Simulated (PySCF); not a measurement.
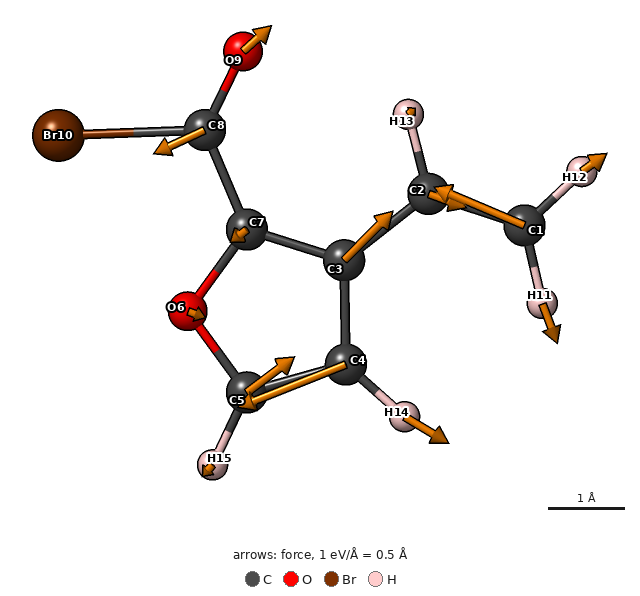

Starting geometry of C₇H₅BrO₂ with the computed forces as orange arrows. A ball-and-stick model, seen at a tilt.

The start comes from GFN2-xTB. Its atoms were then displaced at random by about 0.01 Å.

Method: PBE0-D3(BJ)/def2-SVP geometry optimisation, gas phase in PySCF. 

Question: What follows when this structure is relaxed?

Answer: It isn't relaxed: the largest force vector, on C4, is 3.20 eV/Å. The final displacements follow the starting forces only in part (cosine between the two patterns 0.47). The largest move after the best rigid fit is that of Br10, 0.079 Å. Largest moves by element: Br 0.079 Å, O 0.047 Å, H 0.047 Å, C 0.045 Å. Among the contacts that change: C3–C4 1.388 → 1.429 Å, C4–H14 1.053 → 1.087 Å, C4–C5 1.399 → 1.365 Å, C8–Br10 1.987 → 1.955 Å. Bond angles that change, for instance: C7–C8–O9 130.1° → 125.7°, C3–C4–H14 131.4° → 127.4°, C7–C8–Br10 110.7° → 113.9°. The energy falls by 19.1 kJ/mol in 9 geometry steps.
